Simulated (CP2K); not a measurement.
Consider aminoallene at its PBE geometry (Å).

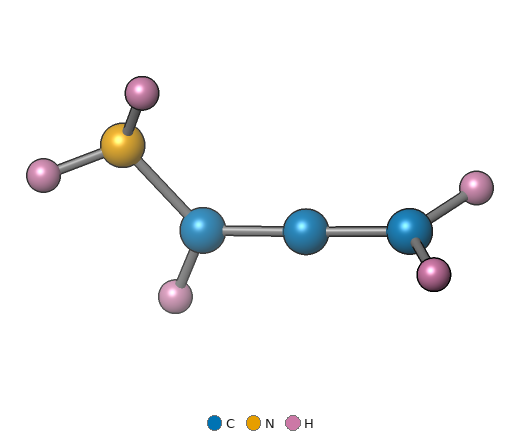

The molecule (carbon blue, nitrogen orange, hydrogen pink).

```xyz
9

C     1.8927   -0.0452   -0.0065
C     0.5996   -0.2600   -0.0505
C    -0.6990   -0.4710   -0.1339
N    -1.7096    0.5178   -0.1267
H     2.4712    0.1967   -0.9043
H     2.4528   -0.0987    0.9327
H    -1.0679   -1.4863   -0.2992
H    -2.5498    0.2260    0.3697
H    -1.3900    1.4207    0.2186
```

Method: CP2K XAS_TDP, all-electron GAPW, PBEh(45%), aug-cc-pVDZ, TDA, GW2X-corrected core level, no relativity.

Question: Predict the bright core excitations at the N K edge.

Leading lines: N4 404.11 eV. The leading line of an atom is its first one with 35 % of the strongest within 2.5 eV of its lowest line over the strength cut. Core ionisation energies at this level: N4 406.10 eV.

The first six lines of each atom with a strength over 0.0015:

```tsv
atom	energy (eV)	states	strength, one atom	above the computed threshold
N4 (bonded to C and 2 H)	403.29	1	0.0063	
	404.11	1	0.0160	
	404.34	1	0.0224	
	404.58	1	0.0119	
	405.72	1	0.0032	
	405.88	1	0.0045
```

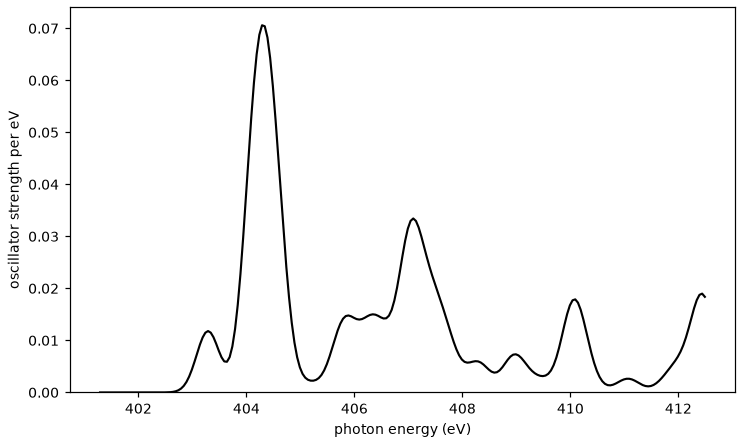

All atoms added, broadened by 0.5 eV.

Lines are vertical, at one geometry, with no vibrational structure. GW2X ionisation energies and lines can be off by 1 to 2 eV either way, and a good line position may hide errors that cancel. These values hold no scalar relativity, about 0.2 eV for N 1s. Rydberg lines, and the discretised continuum above threshold, depend on the basis and the box.

[Banner, clock and machine lines of the logs are left out without a mark of their own.]

[Logs are printed without paths, hosts, clocks, repeated set-up lines and the standing remarks that a program may print on its own settings, such as how far it seeks lower states.]

[Hosts, paths, dates, database ids (printed as entryN), source tags and the programs' standing remarks are cut or masked in the printed files.]
